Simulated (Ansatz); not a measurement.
ClZn···ClF (doublet)

Input

```
crystal:
  periodic: [false, false, false]
  atoms:
    - { symbol: Zn, position_ang: [-3.0e-06, -6.0e-06, -0.432894] }
    - { symbol: Cl, position_ang: [2.7e-05, 4.7e-05, 3.008835] }
    - { symbol: Cl, position_ang: [-4.0e-06, -6.0e-06, -2.61244] }
    - { symbol: F, position_ang: [-2.0e-05, -3.5e-05, 4.576498] }
magnetization:
  spin_polarized: true
  initial_magnetization: 1
basis:
  gaussian: { orbitals: def2-SVP }
hamiltonian:
  xc: hf
relax:
  f_tol: 0.03
  max_steps: 50
output:
  orbitals: {}
```

Run with:

```sh
ansatz run input.yaml --threads 2 --pin off --max-ram 3072MiB --backend cpu --events-out ev --progress --plain --runs-dir out
```

The fields are those of the run's last geometry, not of the input's.

Theory: UHF/def2-SVP (Ansatz 0.2.0).

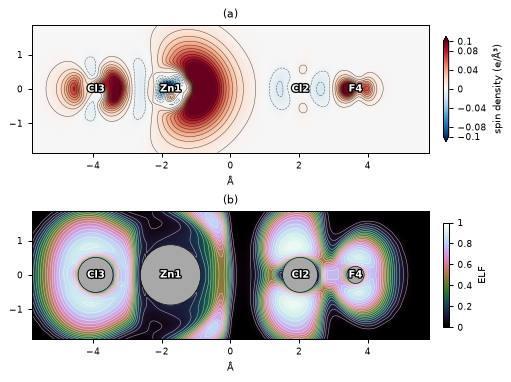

Figure 1. (a) spin density; (b) electron localisation function on a plane that holds the molecular axis. Grey discs cover the atomic cores in the ELF map.

> Interpret the plot.

The section cuts through Zn, Cl and F sites. Zn1···Cl2 (3.77 Å): the ELF dips to about 0 between them: a non-bonded, intermolecular contact. Cl–F (1.62 Å): the ELF peaks at about 0.75 between the atoms (localised, covalent bonding). Zn–Cl (2.18 Å): the ELF peaks at about 0.80 in the valence shell of Cl, 0.9 Å from its nucleus, and is about 0.40 at the midpoint. The ELF also peaks beside Cl2, Cl3 and F4, away from the bonds: non-bonding electrons, paired or unpaired. The unpaired spin (1 electron) lies mostly on Zn1 (about 0.9) and Cl3 (about 0.1), in electrons by Hirshfeld's partition.

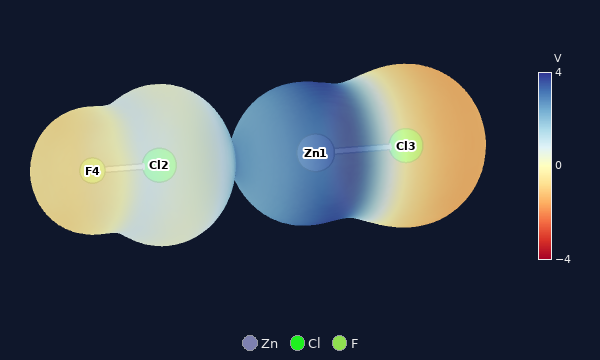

Figure 2. The molecular electrostatic potential painted on the density surface at 0.004 e/bohr³, seen at a tilt; the colour scale runs from red (negative) to blue (positive).

> Where is the surface potential most negative and most positive?

The most negative region (about −1.4 V) lies over Cl3, the most positive (about +3.7 V) over Zn1.

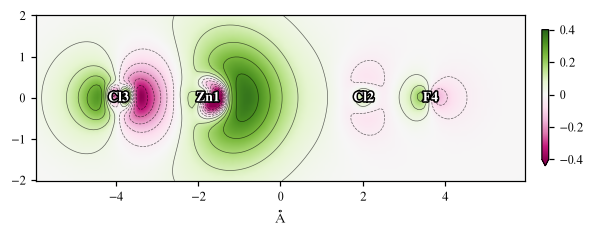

Figure 3. The HOMO (α) on a plane that holds the molecular axis (values in Å⁻³ᐟ²; the overall sign is arbitrary).

> Describe this orbital and give its energy.

By Hirshfeld shares it lies mainly on Zn1 (about 80 %) and Cl3 (about 15 %); it is of σ type. Its energy is −8.92 eV.
